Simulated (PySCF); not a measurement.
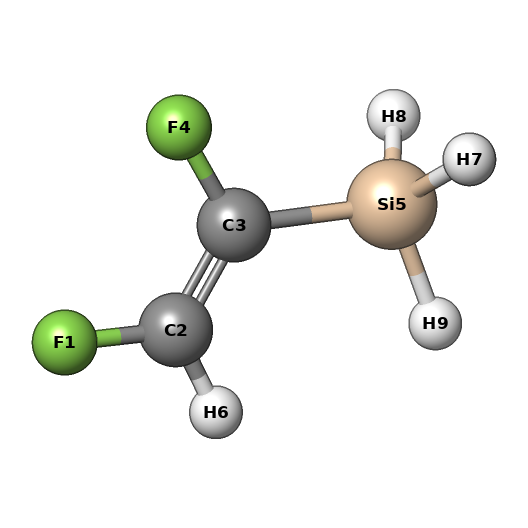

The computed structure is the end point of a PBE0-D3(BJ)/def2-SVP optimisation. No frequency run is at hand to confirm it as a minimum. Method: delta-SCF UKS SCAN, pcX-2 on the ionised atom, pcseg-1 elsewhere, spin-free X2C (PySCF 2.14.0).

Give the core-electron binding energies (to vacuum; p and d levels without spin–orbit splitting) of F1 1s, C2 1s, C3 1s, F4 1s, Si5 1s, Si5 2p.

```tsv
atom	level	binding energy (eV)
F1	1s	693.5
C2	1s	293.1
C3	1s	292.7
F4	1s	693.2
Si5	1s	1847.2
Si5	2p	107.6
```
